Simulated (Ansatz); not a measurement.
**MoO2F2: reading failed and doubtful runs**

2 inputs were typed for MoO2F2. Each is run as it stands; the log then has to tell whether the result can be used.

Computed with Ansatz 0.2.0, Gaussian basis. Level: the settings change from run to run.

1 further run of the same task is left out (set aside as unsound or not needed). Runs told in other sessions of the task aren't counted.

## (1) The relaxed structure

The structure was relaxed beforehand with PBE-D4/def2-SVP. Mo takes a core potential in def2 sets; no spin-orbit term is included.

5 atoms, charge 0, spin multiplicity 1.

Atoms are counted from 1 here; the program's logs count them from 0.

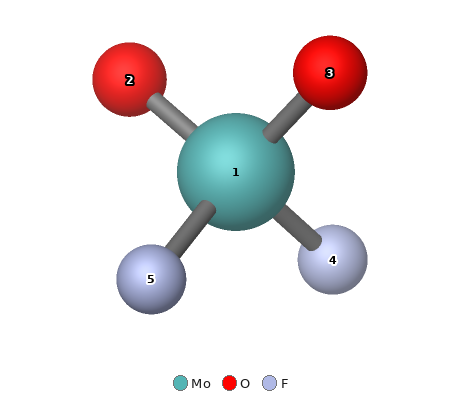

The structure; molybdenum teal, oxygen red, fluorine light blue; atoms are numbered from 1 in the order of the file.

Geometry (Å):

```
Mo    0.0059    0.0000    0.0041
O     0.0620   -0.0163    1.6899
O     1.6080    0.0088   -0.5237
F    -0.8415    1.5430   -0.5702
F    -0.8343   -1.5355   -0.6002
```

## (2) Attempt 1

in.yaml reads:

```yaml
crystal:
  periodic: [false, false, false]
  atoms:
    - {symbol: Mo, position_ang: [-0.000510, 0.067982, -0.058730]}
    - {symbol: O, position_ang: [0.121561, 0.023861, 1.791169]}
    - {symbol: O, position_ang: [1.587562, 0.037128, -0.594920]}
    - {symbol: F, position_ang: [-0.781539, 1.323406, -0.555934]}
    - {symbol: F, position_ang: [-0.848918, -1.512544, -0.607332]}
basis:
  gaussian: {orbitals: def2-mTZVP}
hamiltonian: {xc: {name: M06-2X}}
scf: {omitted_lower_state_checks: [starts]}
output: {forces: true}
```

Launch:

```bash
ansatz run in.yaml --threads 4 --pin off --events-out ev --progress --plain --max-ram 3916MiB
```

The log of the run:

```text
Error: YAML parse error: error: line 11 column 19: hamiltonian.xc: no functional is named "M06-2X"; the names, which are not case-sensitive, are SVWN5, SPW92, PBE, PBE0, PBEsol, revPBE, revPBE0, RPBE, rPW86-PBE, HSE06, wPBEh, LC-wPBE, HISS, HF, BLYP, B3LYP, B3LYP5, BHLYP, CAM-B3LYP, r2SCAN, r2SCANh, r2SCAN0, r2SCAN50, m-r2SCAN, B97, wB97, wB97X, wB97X-V, B97M-V, wB97M-V, B2PLYP, B2GP-PLYP, PBE0-DH, PBE-QIDH
  --> <input>:11:19
   |
 9 | basis:
10 |   gaussian: {orbitals: def2-mTZVP}
11 | hamiltonian: {xc: {name: M06-2X}}
   |                   ^ hamiltonian.xc: no functional is named "M06-2X"; the names, which are not case-sensitive, are SVWN5, SPW92, PBE, PBE0, PBEsol, revPBE, revPBE0, RPBE, rPW86-PBE, HSE06, wPBEh, LC-wPBE, HISS, HF, BLYP, B3LYP, B3LYP5, BHLYP, CAM-B3LYP, r2SCAN, r2SCANh, r2SCAN0, r2SCAN50, m-r2SCAN, B97, wB97, wB97X, wB97X-V, B97M-V, wB97M-V, B2PLYP, B2GP-PLYP, PBE0-DH, PBE-QIDH
12 | scf: {omitted_lower_state_checks: [starts]}
13 | output: {forces: true}
   |
```

Run time: 0.05 s. Hardware: 4 threads of Intel Xeon at 2.60GHz, shared host.

Diagnosis: The program refused the input. The method's name isn't one that the program takes here. Its coordinates are also moved off the relaxed structure (shortest distance 1.56 Å, against 1.69 Å), and have to be restored too. Fix: name a functional that the program knows.

## (3) Attempt 2

in.yaml reads:

```yaml
crystal:
  periodic: [false, false, false]
  atoms:
    - {symbol: Mo, position_ang: [0.005932, -0.000025, 0.004142]}
    - {symbol: O, position_ang: [0.061954, -0.016322, 1.689921]}
    - {symbol: O, position_ang: [1.607963, 0.008843, -0.523748]}
    - {symbol: F, position_ang: [-0.841498, 1.543015, -0.570154]}
    - {symbol: F, position_ang: [-0.834341, -1.535501, -0.600161]}
basis:
  gaussian: {orbitals: def2-TZVPP}
hamiltonian: {xc: {name: HSE06}}
outputs: {forces: true}
```

Launched as before.

The log of the run:

```text
Error: YAML parse error: error: line 12 column 1: unknown field `outputs`, expected one of crystal, accuracy, basis, kpoints, hamiltonian, magnetization, projection, total_charge, correlation, batch, efield, external_charges, scf, relax, neb, saddle, md, ramp, phonons, dielectric, real_time, elastic, magnetic_configurations, gw, evaluate, workflow, output, checkpoint, execution
  --> <input>:12:1
   |
10 |   gaussian: {orbitals: def2-TZVPP}
11 | hamiltonian: {xc: {name: HSE06}}
12 | outputs: {forces: true}
   | ^ unknown field `outputs`, expected one of crystal, accuracy, basis, kpoints, hamiltonian, magnetization, projection, total_charge, correlation, batch, efield, external_charges, scf, relax, neb, saddle, md, ramp, phonons, dielectric, real_time, elastic, magnetic_configurations, gw, evaluate, workflow, output, checkpoint, execution
```

It took 0.05 s on 4 threads of Intel Xeon at 2.60GHz, shared host.

Diagnosis: The program refused the input. The input holds a key that doesn't belong there. Cure: remove the key, or spell it as the input reference has it.

## (4) Summary

```csv
attempt,level,ended,cause,time
1,M06-2X/def2-mTZVP,refused,the method's name isn't one that the program takes here,0.05 s
2,HSE06/def2-TZVPP,refused,the input holds a key that doesn't belong there,0.05 s
```

**Reading.** 2 refused. A refusal costs next to no computing time.
